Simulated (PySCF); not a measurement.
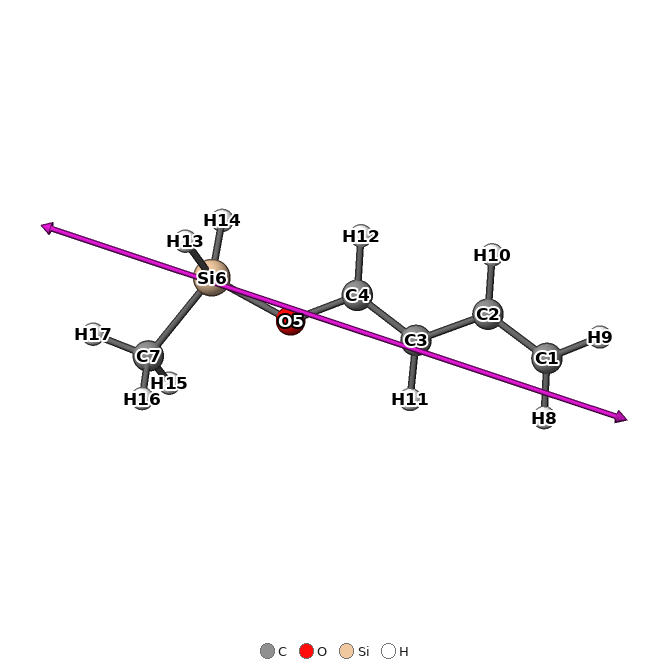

The double arrow shows the direction of the transition dipole to excited singlet state 1 (its length means nothing). The geometry was computed by an optimisation with GFN2-xTB. No frequency run is at hand to confirm it as a minimum. Properties computed with TDDFT ωB97X-D/def2-SVPD, vertical, gas phase, core orbitals frozen in the response (PySCF 2.14.0).

Question. How is the transition polarised?

Answer. Close to the long direction C1···C7.

Question. Where does the transition lie, and how strong is it?

Answer. 5.62 eV (221 nm), oscillator strength 0.96, mainly HOMO → LUMO (weight 0.97); transition dipole 6.71 D.

The geometry is semi-empirical. Around Si such bond lengths and angles can be off by a tenth of an ångström or more and by several degrees, and values that hang on the shape move with them.
